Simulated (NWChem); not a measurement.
# BSiN2H7O (SMILES NB(N)O[SiH3]): levels of theory compared

We compute a comparison of 3 runs (HF/def2-SVP, PBE0/def2-SVP, MP2/6-31G*) of BSiN2H7O. 

The results are computed with NWChem 7.3.0.

**1. The structure to begin with**

BSiN2H7O: 12 atoms, total charge 0, spin state singlet. As SMILES, `NB(N)O[SiH3]`. Geometry: relaxed at PBE0-D4/def2-TZVP.

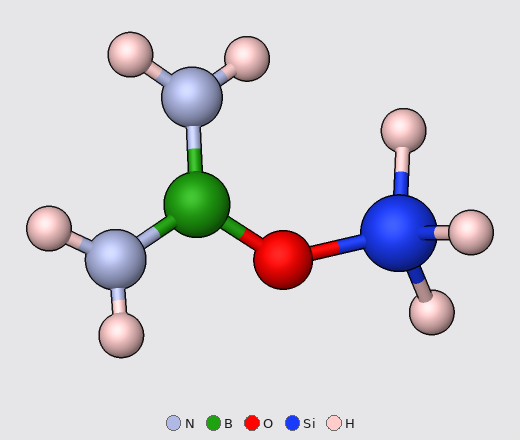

Viewed from a chosen angle; nitrogen light blue, boron green, oxygen red, silicon blue, hydrogen pink.

**2. Energy and forces at HF/def2-SVP (run 1)**

Input file bh7n2osi.xyz:

```xyz
12
BH7N2OSi
N     -0.955300     1.062000     0.633400
B     -0.317400    -0.203400     0.683600
N     -0.417900    -1.056700     1.806000
O      0.443800    -0.654600    -0.382800
Si     1.035500    -0.013600    -1.759000
H     -0.945100     1.640000    -0.186500
H     -1.534000     1.417600     1.371200
H      0.056400    -1.940100     1.828600
H     -0.952400    -0.850100     2.628000
H      0.214400     1.144800    -2.217900
H      1.017600    -1.057700    -2.812900
H      2.431200     0.456500    -1.557400
```

Input file bh7n2osi.nw:

```
start bh7n2osi
title "BH7N2OSi"
memory total 2200 mb
charge 0

geometry units angstroms noautosym nocenter noautoz
  load format xyz bh7n2osi.xyz
end

basis spherical bse
  * library def2-SVP
end

scf
  thresh 1e-08
  maxiter 80
  print low
end

task scf gradient
```

Started as:

```console
$ nwchem bh7n2osi.nw > bh7n2osi.out
```

The program printed:

```text
[...]
  functions       =   109
[...]
  wavefunction    = RHF
[...]
         Total SCF energy =   -501.385573822215
      One-electron energy =  -1135.072373332068
      Two-electron energy =    410.275973455557
 Nuclear repulsion energy =    223.410826054296
        Time for solution =     24.3s
[...]
                         RHF ENERGY GRADIENTS
    atom               coordinates                        gradient
                 x          y          z           x          y          z
   1 N      -1.805255   2.006889   1.196952    0.003277  -0.006956   0.001504
   2 B      -0.599799  -0.384370   1.291817   -0.002165   0.005269   0.000758
   3 N      -0.789716  -1.996873   3.412845    0.000805   0.003781  -0.005979
   4 O       0.838660  -1.237015  -0.723387    0.005535  -0.003619  -0.006840
   5 Si      1.956811  -0.025700  -3.324028   -0.005097  -0.000160   0.008653
   6 H      -1.785980   3.099151  -0.352434    0.001088   0.002756  -0.005933
   7 H      -2.898840   2.678876   2.591192   -0.003396   0.002054   0.004351
   8 H       0.106581  -3.666257   3.455553    0.002789  -0.004959   0.000074
   9 H      -1.799775  -1.606456   4.966200   -0.003159   0.001379   0.004477
  10 H       0.405157   2.163358  -4.191223   -0.001539   0.002305  -0.000724
  11 H       1.922985  -1.998763  -5.315610   -0.000437  -0.002292  -0.001037
[...]
```

Run time: 32 s. Hardware: 1 thread of Intel Xeon Platinum 8259CL at 2.50GHz (Skylake/Cascade Lake), shared host; peak memory 0.1 GiB.

**3. Energy and forces at PBE0/def2-SVP (run 2)**

Input file test.xyz:

```xyz
12
BH7N2OSi PBE0
N     -0.955300     1.062000     0.633400
B     -0.317400    -0.203400     0.683600
N     -0.417900    -1.056700     1.806000
O      0.443800    -0.654600    -0.382800
Si     1.035500    -0.013600    -1.759000
H     -0.945100     1.640000    -0.186500
H     -1.534000     1.417600     1.371200
H      0.056400    -1.940100     1.828600
H     -0.952400    -0.850100     2.628000
H      0.214400     1.144800    -2.217900
H      1.017600    -1.057700    -2.812900
H      2.431200     0.456500    -1.557400
```

Input file run.py:

```python
from ase.io import read
from ase.calculators.nwchem import NWChem

molecule = read('test.xyz')

calc = NWChem(
    label='test',
    theory='dft',
    memory='2200 mb',
    basis='def2-SVP',
    basispar='spherical bse',
    dft={'xc': 'pbe0', 'mult': '1', 'grid': 'fine', 'convergence': 'energy 1e-08', 'iterations': '100', 'mulliken': None},
)
molecule.calc = calc

forces = molecule.get_forces()
e = molecule.get_potential_energy()
print(f"E = {e:.6f} eV")
print("forces (eV/A):")
for s, f in zip(molecule.symbols, forces):
    print(f"{s:2s} {f[0]:10.5f} {f[1]:10.5f} {f[2]:10.5f}")
print("dipole (e A):", molecule.get_dipole_moment().round(4))
```

Started as:

```console
$ export ASE_NWCHEM_COMMAND="nwchem PREFIX.nwi > PREFIX.nwo"
$ python run.py
```

The program printed:

```text
E = -13682.699509 eV
forces (eV/A):
N     0.12897   -0.15421    0.00730
B    -0.04715   -0.03193    0.07826
N     0.00668    0.12254   -0.13673
O    -0.22297   -0.27593    0.50610
Si    0.24343    0.16198   -0.46444
H    -0.00782    0.17766   -0.23207
H    -0.16974    0.10418    0.21129
H     0.14588   -0.25891   -0.00540
H    -0.15673    0.05806    0.24672
H    -0.07677    0.11611   -0.06993
H     0.01368   -0.07765   -0.12835
H     0.14254    0.05821   -0.01275
dipole (e A): [-0.2267  0.1506  0.2637]
```

The calculator wrote test.nwi:

```
title "test"

permanent_dir test

scratch_dir test

start test

geometry units angstrom nocenter noautosym noautoz
  N  -9.5530000000000004e-01 1.0620000000000001e+00 6.3339999999999996e-01
  B  -3.1740000000000002e-01 -2.0340000000000000e-01 6.8359999999999999e-01
  N  -4.1789999999999999e-01 -1.0567000000000000e+00 1.8060000000000000e+00
  O  4.4379999999999997e-01 -6.5459999999999996e-01 -3.8279999999999997e-01
  Si 1.0355000000000001e+00 -1.3599999999999999e-02 -1.7589999999999999e+00
  H  -9.4510000000000005e-01 1.6399999999999999e+00 -1.8650000000000000e-01
  H  -1.5340000000000000e+00 1.4176000000000000e+00 1.3712000000000000e+00
  H  5.6399999999999999e-02 -1.9400999999999999e+00 1.8286000000000000e+00
  H  -9.5240000000000002e-01 -8.5009999999999997e-01 2.6280000000000001e+00
  H  2.1440000000000001e-01 1.1448000000000000e+00 -2.2179000000000002e+00
  H  1.0176000000000001e+00 -1.0577000000000001e+00 -2.8129000000000000e+00
  H  2.4312000000000000e+00 4.5650000000000002e-01 -1.5573999999999999e+00
end

memory 2200 mb

basis spherical bse noprint
   * library def2-SVP
end

dft
  xc pbe0
  mult 1
  grid fine
  convergence energy 1e-08
  iterations 100
  mulliken
end

task dft gradient
```

test.nwo:

```text
Northwest Computational Chemistry Package (NWChem) 7.3.0
             --------------------------------------------------------

           Job information
           ---------------

    nwchem branch   = 7.3.0
    use scalapack   = T
    input           = test.nwi
    prefix          = test.
    data base       = test/test.db
    status          = startup
    nproc           =        1

           Memory information
           ------------------

    heap     =     72089600 doubles =      550.0 Mbytes
    stack    =     72089597 doubles =      550.0 Mbytes
    global   =    144179200 doubles =     1100.0 Mbytes (distinct from heap & stack)
    total    =    288358397 doubles =     2200.0 Mbytes
    verify   = yes
    hardfail = no

[... 113 lines left out ...]
  convergence criterion.
[... 41 lines left out ...]
          Spatial weights used:  Erf1
[... 72 lines left out ...]
         Total DFT energy =     -502.829936600144
[... 3 lines left out ...]
 Nuclear repulsion energy =      223.410826054295
[... 835 lines left out ...]
          Convergence on gradient requested:  5.00D-04
[... 28 lines left out ...]
          total energy or number of iterations.
[... 26 lines left out ...]
                         DFT ENERGY GRADIENTS

    atom               coordinates                        gradient
                 x          y          z           x          y          z
   1 N      -1.805255   2.006889   1.196952   -0.002508   0.002999  -0.000142
   2 B      -0.599799  -0.384370   1.291817    0.000917   0.000621  -0.001522
   3 N      -0.789716  -1.996873   3.412845   -0.000130  -0.002383   0.002659
[... 8 lines of this table left out ...]
  12 H       4.594302   0.862660  -2.943059   -0.002772  -0.001132   0.000248

                 ----------------------------------------
                 |  Time  |  1-e(secs)   |  2-e(secs)   |
                 ----------------------------------------
                 |  CPU   |       0.02   |       6.52   |
                 ----------------------------------------
                 |  WALL  |       0.02   |       6.52   |
                 ----------------------------------------

 Task  times  cpu:       38.3s     wall:       38.3s
 Total times  cpu:       38.3s     wall:       38.3s
```

It took 40 s on 1 thread of Intel Xeon Platinum 8259CL at 2.50GHz (Skylake/Cascade Lake), shared host; peak memory 0.13 GiB.

**4. Energy and gradient at MP2/6-31G(d) (spherical functions) (run 3)**

Input file run.py:

```python
from ase import Atoms
from ase.calculators.nwchem import NWChem

molecule = Atoms(['N', 'B', 'N', 'O', 'Si', 'H', 'H', 'H', 'H', 'H', 'H', 'H'], positions=[
    [-0.955300, 1.062000, 0.633400],
    [-0.317400, -0.203400, 0.683600],
    [-0.417900, -1.056700, 1.806000],
    [0.443800, -0.654600, -0.382800],
    [1.035500, -0.013600, -1.759000],
    [-0.945100, 1.640000, -0.186500],
    [-1.534000, 1.417600, 1.371200],
    [0.056400, -1.940100, 1.828600],
    [-0.952400, -0.850100, 2.628000],
    [0.214400, 1.144800, -2.217900],
    [1.017600, -1.057700, -2.812900],
    [2.431200, 0.456500, -1.557400],
])

calc = NWChem(
    label='test',
    theory='mp2',
    memory='2200 mb',
    basis='6-31G*',
    basispar='spherical bse',
    scf={'nopen': '0', 'rhf': None, 'thresh': '1e-08', 'maxiter': '80', 'print': 'low'},
    mp2={'freeze': 'core 9', 'tight': None},
)
molecule.calc = calc

forces = molecule.get_forces()
e = molecule.get_potential_energy()
print(f"E = {e:.6f} eV")
print("forces (eV/A):")
for s, f in zip(molecule.symbols, forces):
    print(f"{s:2s} {f[0]:10.5f} {f[1]:10.5f} {f[2]:10.5f}")
```

Started as:

```console
$ export ASE_NWCHEM_COMMAND="nwchem PREFIX.nwi > PREFIX.nwo"
$ python run.py
```

The program printed:

```text
E = -13666.953257 eV
forces (eV/A):
N     0.00381    0.11313    0.00848
B    -0.13503    0.07544    0.16959
N    -0.00740   -0.03276    0.05116
O     0.00257   -0.56256    0.27459
Si    0.30375    0.29979   -0.63789
H    -0.02705    0.14326   -0.18692
H    -0.15072    0.08300    0.19792
H     0.12290   -0.21181   -0.01034
H    -0.14794    0.05934    0.22111
H     0.02777   -0.01795   -0.02602
H     0.02005    0.04520   -0.00920
H    -0.01265    0.00586   -0.05250
```

The calculator wrote test.nwi:

```
title "test"

permanent_dir test

scratch_dir test

start test

geometry units angstrom nocenter noautosym noautoz
  N  -9.5530000000000004e-01 1.0620000000000001e+00 6.3339999999999996e-01
  B  -3.1740000000000002e-01 -2.0340000000000000e-01 6.8359999999999999e-01
  N  -4.1789999999999999e-01 -1.0567000000000000e+00 1.8060000000000000e+00
  O  4.4379999999999997e-01 -6.5459999999999996e-01 -3.8279999999999997e-01
  Si 1.0355000000000001e+00 -1.3599999999999999e-02 -1.7589999999999999e+00
  H  -9.4510000000000005e-01 1.6399999999999999e+00 -1.8650000000000000e-01
  H  -1.5340000000000000e+00 1.4176000000000000e+00 1.3712000000000000e+00
  H  5.6399999999999999e-02 -1.9400999999999999e+00 1.8286000000000000e+00
  H  -9.5240000000000002e-01 -8.5009999999999997e-01 2.6280000000000001e+00
  H  2.1440000000000001e-01 1.1448000000000000e+00 -2.2179000000000002e+00
  H  1.0176000000000001e+00 -1.0577000000000001e+00 -2.8129000000000000e+00
  H  2.4312000000000000e+00 4.5650000000000002e-01 -1.5573999999999999e+00
end

memory 2200 mb

basis spherical bse noprint
   * library 6-31G*
end

scf
  nopen 0
  rhf
  thresh 1e-08
  maxiter 80
  print low
end
mp2
  freeze core 9
  tight
end

task mp2 gradient
```

test.nwo:

```text
Northwest Computational Chemistry Package (NWChem) 7.3.0
             --------------------------------------------------------

           Job information
           ---------------

    nwchem branch   = 7.3.0
    use scalapack   = T
    input           = test.nwi
    prefix          = test.
    data base       = test/test.db
    status          = startup
    nproc           =        1

           Memory information
           ------------------

    heap     =     72089600 doubles =      550.0 Mbytes
    stack    =     72089597 doubles =      550.0 Mbytes
    global   =    144179200 doubles =     1100.0 Mbytes (distinct from heap & stack)
    total    =    288358397 doubles =     2200.0 Mbytes
    verify   = yes
    hardfail = no

[... 115 lines left out ...]
       Final RHF  results
[... 3 lines left out ...]
      One-electron energy =  -1135.572958064441
[... 1 line left out ...]
 Nuclear repulsion energy =    223.410826054295
[... 85 lines left out ...]
                Dipole Moments (a.u.)
[... 99 lines left out ...]
  MP2 natural orbitals output to test/test.mp2nos
[... 1 line left out ...]
                         mp2 ENERGY GRADIENTS

    atom               coordinates                        gradient
                 x          y          z           x          y          z
   1 N      -1.805255   2.006889   1.196952   -0.000074  -0.002200  -0.000165
   2 B      -0.599799  -0.384370   1.291817    0.002626  -0.001467  -0.003298
   3 N      -0.789716  -1.996873   3.412845    0.000144   0.000637  -0.000995
[... 8 lines of this table left out ...]
  12 H       4.594302   0.862660  -2.943059    0.000246  -0.000114   0.001021

                 ----------------------------------------
                 |  Time  |  1-e(secs)   |  2-e(secs)   |
                 ----------------------------------------
                 |  CPU   |       0.01   |       8.80   |
                 ----------------------------------------
                 |  WALL  |       0.01   |       8.80   |
                 ----------------------------------------
 -----------------------
 Task  times  cpu:       68.9s     wall:       68.9s
 Total times  cpu:       68.9s     wall:       68.9s
```

Run time: 71 s. Hardware: 1 thread of Intel Xeon Platinum 8259CL at 2.50GHz (Skylake/Cascade Lake), shared host; peak memory 0.29 GiB.

**5. Overview of the runs**

```csv
run,level,iteration cap,module,energy (Eh),largest force (eV/Å),wall time
1,HF/def2-SVP,80,scf,-501.385574,0.516,32 s
2,PBE0/def2-SVP,100,dft,-502.829937,0.618,40 s
3,MP2/6-31G* (spherical functions),80,mp2,-502.251272,0.767,71 s
```

**6. Summary of results**

| quantity | value |
| --- | --- |
| run 3: total energy | -502.25127 Eh |
| run 3: dipole moment (of the density that the program reports) | 1.74 D |
| run 3: correlation energy (9 core orbitals frozen) | -646.5 mEh |
| run 3: largest force on an atom | 0.767 eV/Å |

All runs together took 2.4 min, the longest 71 s.
